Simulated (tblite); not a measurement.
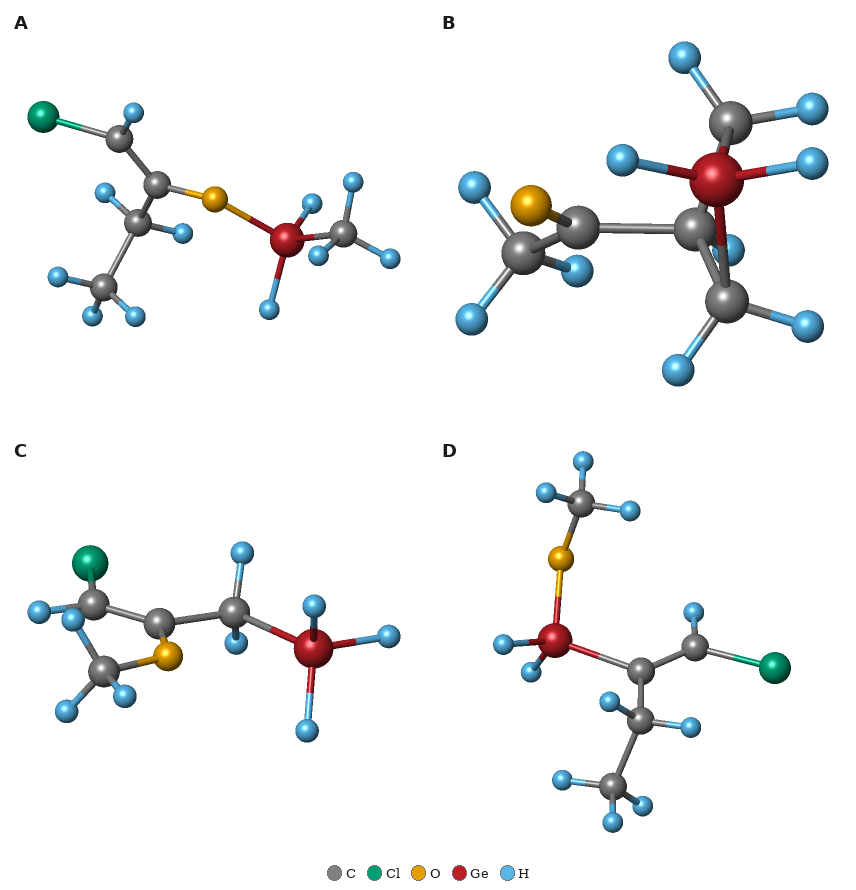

Source: calculation with tblite.

Which panel belongs to which SMILES?
(1) CO/C(=C/Cl)[CH2][GeH3]
(2) CC/C(=C\Cl)[O][GeH2][CH3]
(3) CC(=O)C1[CH2][GeH2][CH2]1
(4) CC/[C](=C\Cl)[GeH2][O]C

Answer. A is (2), B is (3), C is (1), D is (4).
